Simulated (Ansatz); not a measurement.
Bond-angle distributions (per cent of the angles at each element, bins of 10°) of a relaxed model of amorphous Hf$_{10}$Si$_{10}$O$_{31}$N$_{6}$ at 5.54 g/cm³. Calculation: PBE, scalar-relativistic without spin-orbit coupling (plane waves to 420 eV, PAW; Ansatz, a quantum-chemistry and plane-wave program).

It comes from a melt-quench run on a machine-learned potential (CHGNet), relaxed afterwards by DFT. O and N atoms were pushed apart under 1.9 Å during the dynamics, to hinder bonds among them. The hot cell started wider than the set density and was brought back towards it in steps. It is the lowest in DFT energy of 2 quenches. It is a model cell: composition and starting density were chosen by hand, and all elements were melted together. No dispersion term was used. Its density started from a set value of 5.73 and ended at 5.54 g/cm³. Cooling (nominally 300 K/ps over its main leg) ran many orders faster than in experiment, which tends to leave more defects and strain. A cell of this size samples the disorder only roughly. Volume and shape were free in the relaxation.

Bonds are counted up to Hf-Hf 3.34 Å, Hf-Si 2.89 Å, Hf-O 2.56 Å, Hf-N 2.38 Å, Si-Si 2.60 Å, Si-O 1.92 Å, Si-N 2.02 Å, O-O 1.58 Å, O-N 1.64 Å, N-N 1.70 Å. Two cations that share two anions don't count as bonded, nor two that share one unless they lie closer than Hf-Hf 3.25 Å, Hf-Si 2.81 Å, Si-Si 2.38 Å.

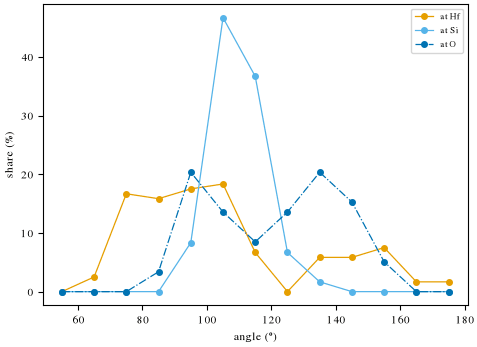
Bond-angle distributions

They go with these counts of neighbours within the cut-offs, cation contacts included: Hf mean 5.4, most often 5; Si mean 4.0, most often 4; O mean 2.5, most often 2.
